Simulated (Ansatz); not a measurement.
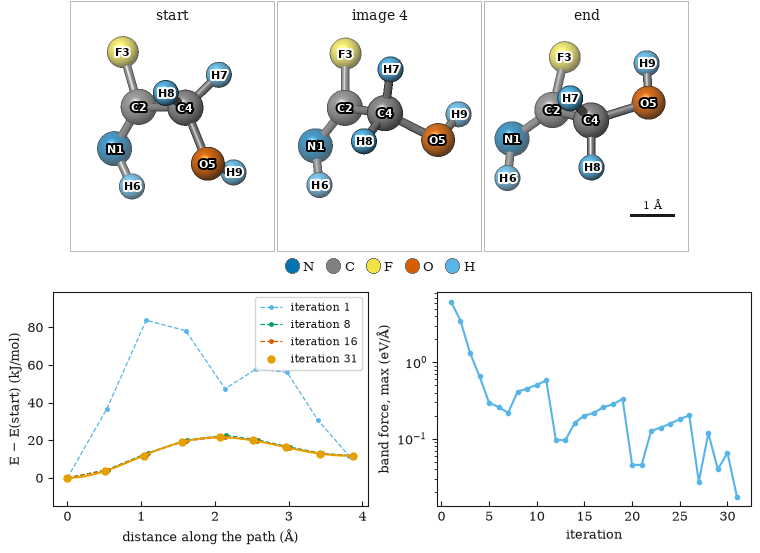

A search for the minimum-energy path of C₂H₄FNO by the nudged elastic band. Images are numbered from 0 (start) to 8 (end). The plot follows the band through its iterations. A ball-and-stick model, seen from a free direction.

These are results of Ansatz, RKS PBE-D4/def2-SVP, not measurements. Run with 7 movable images; climbing image; force threshold 0.03 eV/Å; iteration limit 60; optimiser L-BFGS; starting path through a guess of the saddle point.

Question: How did the profile develop, and is the result final?

Answer: The run is converged, with reservations. The band converged in 31 iterations. The largest component of the band force went from 6.3 to 0.017 eV/Å. The climbing image converged on the top of the path. Its curvatures weren't checked. The first iteration put the highest image at 83.8 kJ/mol. The highest point, image 4, lies 21.6 kJ/mol above the start and 9.9 kJ/mol above the end; the end is at +11.7 kJ/mol relative to the start.

The run took 8.5 min on 1 thread of Arm Neoverse V2 (shared host), peak memory 0.12 GiB.
